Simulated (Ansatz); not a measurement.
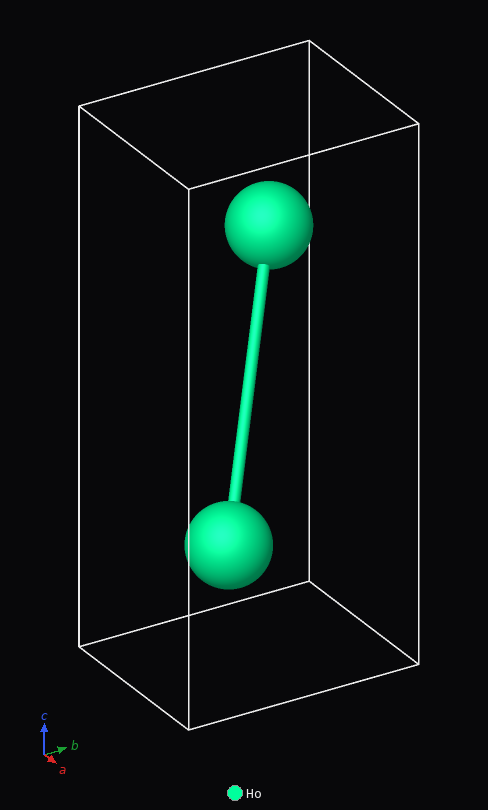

Ball-and-stick drawing of the structure, looking slightly off an axis. The box is the conventional unit cell; atoms on or close to its faces, edges and corners are drawn wherever they repeat.

### Give the number of atoms in the outlined cell.

2 (holmium), counting shared atoms by their share.

### What are the crystal system and the lattice centring?

Primitive hexagonal.

### Determine the space group.

P6_3/mmc (No. 194), with Ho on 2d.

### What is this structure type called?

Hexagonal close-packed (Mg type).

Provenance: the standard structure of this element. The geometry comes from a coarse first relaxation with DFT PBE, scalar-relativistic, plane waves, PAW (Ansatz).
